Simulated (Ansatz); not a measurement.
**Cl2HOSn: vertical energies of changing the electron count in Python**

What does it cost to change the electron count of Cl2HOSn? A script is to give vertical energies of changing the electron count; the system is Cl2HOSn. SMILES: [O][SnH]([Cl])[Cl].

All numbers are computed with Ansatz 0.2.0 through its Python package. Level of theory: B3LYP/def2-SVPD.

## 1. The system

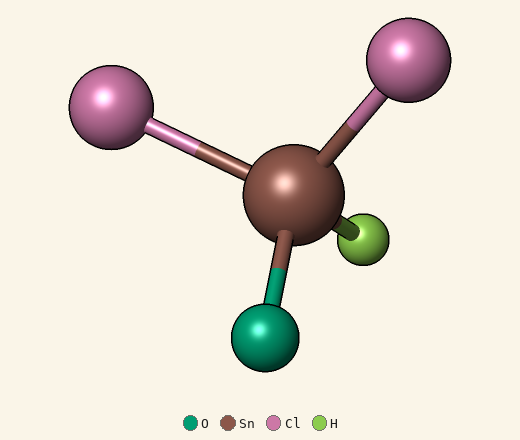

The structure that the script starts from, seen from a chosen angle (oxygen teal, tin brown, chlorine pink, hydrogen green).

cl2hosn.xyz, read by the script:

```xyz
5

O     0.90860   -1.35010    1.28720
Sn    0.06570    0.04820    0.06610
Cl    0.50890   -0.51750   -2.18260
Cl   -2.18910    0.13070    0.38000
H     0.75580    1.61500    0.40800
```

## 2. The script

Input file ip_cl2hosn.py:

```python
"""Removing and adding an electron on Cl2HOSn at fixed geometry."""

import ansatz as az

BASIS = "def2-SVPD"
XC = "b3lyp"


def total_energy(molecule, charge=0, unpaired=0):
    calc = molecule.calculation().basis(gaussian=BASIS).functional(XC)
    if charge:
        calc = calc.charge(charge)
    if unpaired:
        calc = calc.spin("collinear", total=unpaired)
    return calc.run(threads=1).report["free_energy_ev"]


def main() -> None:
    system = az.Crystal.molecule_from_extxyz("cl2hosn.xyz")

    # total-energy differences at one geometry
    parent = total_energy(system, 0, 1)
    cation = total_energy(system, 1, 0)
    print(f"E(N)   = {parent:.5f} eV")
    print(f"E(N-1) = {cation:.5f} eV  (0 unpaired)")
    print(f"vertical ionisation energy {cation - parent:.3f} eV")
    anion = total_energy(system, -1, 0)
    print(f"E(N+1) = {anion:.5f} eV  (0 unpaired)")
    print(f"vertical electron affinity {parent - anion:.3f} eV" + ("" if anion < parent else " (unbound in this basis)"))
    print(f"fundamental gap IP - EA = {cation + anion - 2 * parent:.3f} eV")


if __name__ == "__main__":
    main()
```

## 3. Running it

On the command line:

```console
python ip_cl2hosn.py
```

The log of the run:

```text
E(N)   = -32933.72261 eV
E(N-1) = -32920.87177 eV  (0 unpaired)
vertical ionisation energy 12.851 eV
E(N+1) = -32937.09071 eV  (0 unpaired)
vertical electron affinity 3.368 eV
fundamental gap IP - EA = 9.483 eV
```

Run time: 1.7 min. Hardware: 1 thread of Arm Neoverse V1, shared host; peak memory 0.5 GiB.

## 4. What each run gave

One row for each of the 3 runs:

```
run              system  unpaired or total moment  energy (eV)  <S²>  SCF cycles  CPU time (s)
  1             Cl2HOSn                         1  -32933.7226  0.76          51            35
  2  Cl2HOSn, charge +1                   not set  -32920.8718  0.00         160            61
  3  Cl2HOSn, charge -1                   not set  -32937.0907  0.00          18           5.5
```

Totals carry meaning only in balanced differences at one level of theory.

## 5. What came out

| quantity | value |
| --- | --- |
| vertical ionisation energy | 12.851 eV |
| vertical electron affinity | 3.368 eV |
| runs compared | 3 |

What this shows: The ionisation energy is a difference of two total energies at the neutral geometry. The anion lies below the neutral molecule at this geometry. At this unrelaxed geometry removing an electron costs 12.85 eV and adding one releases 3.37 eV. Caveats:
- The geometry is a force-field or estimated start, not a minimum of this method, and the basis set is short of its limit. All parts are taken at fixed geometry, without zero-point energy. At an unrelaxed start these energies can be a whole eV from those at the minimum, and a small affinity can change sign.
- def2 sets replace the cores of elements past krypton by effective core potentials.
- The species is open-shell (spin multiplicity 2).
- b3lyp holds the VWN-RPA fit, as in Gaussian; the form of ORCA and Turbomole is b3lyp5.
- The spin of the ions was assumed; an unrestricted or higher-spin state can lie lower by tenths of an eV.
